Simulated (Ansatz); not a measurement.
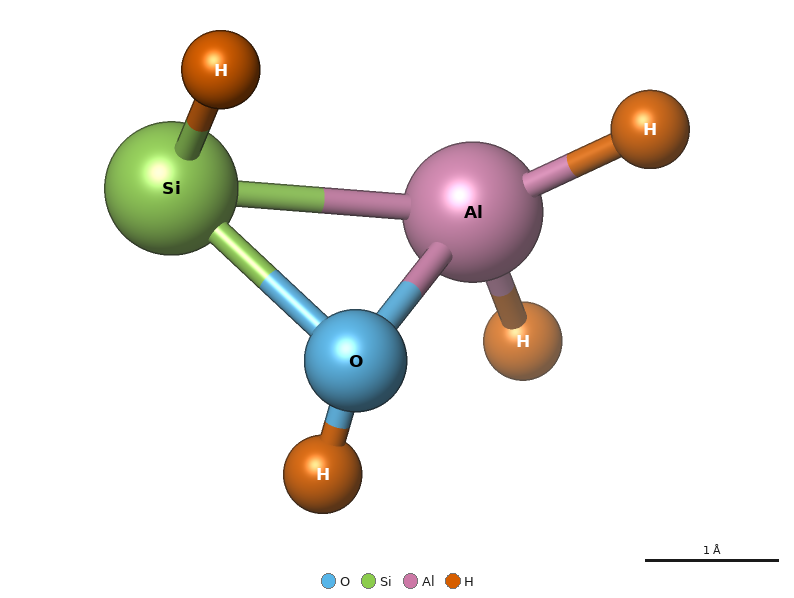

Atoms fade into the background with distance from the viewer. Charge −1, singlet. The computed structure is the end point of a PBE0-D4/def2-TZVPD optimisation. No frequency run is at hand to confirm it as a minimum. Masses are those of the most abundant isotopes; constants are for the rigid equilibrium geometry.

Q: What kind of rotor is it, and what are its rotational constants in GHz?

A: An asymmetric top (C1): A = 13.1, B = 5.21, C = 4.13 GHz. Ray's parameter κ is −0.76, nearer the prolate limit.
